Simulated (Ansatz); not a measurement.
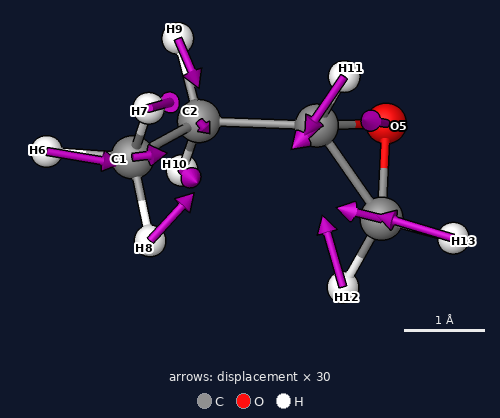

A relaxation of C₄H₈O. The starting structure is drawn; purple arrows show the displacements, 30 times their true length. The two geometries are superimposed by the best rigid fit.

A ball-and-stick model, seen at a tilt.

The start comes from PBE-D4/def2-SVP.

Computed with RKS PBE0-D4/def2-TZVP (Ansatz).

Input file:
```yaml
crystal:
  periodic: [false, false, false]
  atoms:
    - {symbol: C, position_ang: [-0.893360, 1.021765, 1.022960]}
    - {symbol: C, position_ang: [-0.032972, 0.856994, -0.231904]}
    - {symbol: C, position_ang: [0.836216, -0.379884, -0.185108]}
    - {symbol: C, position_ang: [0.403126, -1.662731, -0.772828]}
    - {symbol: O, position_ang: [1.378674, -0.845669, -1.423561]}
    - {symbol: H, position_ang: [-1.501896, 1.946782, 0.978550]}
    - {symbol: H, position_ang: [-0.269768, 1.080377, 1.939317]}
    - {symbol: H, position_ang: [-1.588544, 0.166125, 1.149628]}
    - {symbol: H, position_ang: [0.623470, 1.744907, -0.364844]}
    - {symbol: H, position_ang: [-0.666242, 0.802498, -1.142797]}
    - {symbol: H, position_ang: [1.545664, -0.425523, 0.668697]}
    - {symbol: H, position_ang: [-0.584451, -1.721704, -1.272201]}
    - {symbol: H, position_ang: [0.770483, -2.618638, -0.351109]}
basis:
  gaussian: {orbitals: def2-TZVP}
hamiltonian: {xc: pbe0, dispersion: d4}
relax: {f_tol: 0.005, max_steps: 150}
```

Command:
```bash
ansatz run in.yaml --threads 4 --pin off --events-out ev --progress --plain --max-ram 10444MiB
```

What did the optimiser do to the structure, and how much energy did it gain?

Answer. Over 5 geometry steps the energy falls by 5.75 kJ/mol. Largest force component: 0.6 eV/Å at the start, 0.0012 eV/Å at the end. The largest move after the best rigid fit is that of H13, 0.035 Å. Largest moves by element: H 0.035 Å, O 0.026 Å, C 0.022 Å. Among the contacts that change: C3–C4 1.476 → 1.459 Å, C2–H9 1.112 → 1.095 Å, C1–H6 1.108 → 1.092 Å, C2–C3 1.512 → 1.499 Å. Cost: 11 s on 4 threads of Intel Xeon 6975P-C, on a shared host.
